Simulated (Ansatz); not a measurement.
The starting structures come from a database of crystals and need not be the phases stable at ambient conditions.

 Where the default PAW files enter, the runs use the earlier of Ansatz's two default sets.

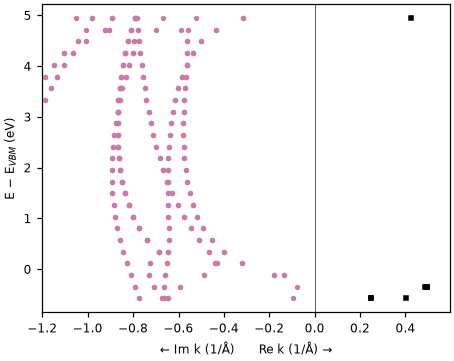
Fig. 1. Complex bands at the centre of the two-dimensional zone; r2SCAN in Ansatz (a program for electronic structure)

The gap is the functional's own. No spin-orbit coupling. Mid-gap values are interpolated on the energy grid.

Question: This is SrWO4 (I4_1/a, not sure to be the ambient phase, 12 atoms a cell, 14.7 Å³ an atom, -2 GPa at this level) along the normal of (001). Read off the slowest decay at the centre of the two-dimensional zone at 2.42 eV, the computed energy nearest the middle of the gap.

Answer: κ ≈ 0.58 1/Å, a decay length 1/(2κ) of the density of 0.87 Å.
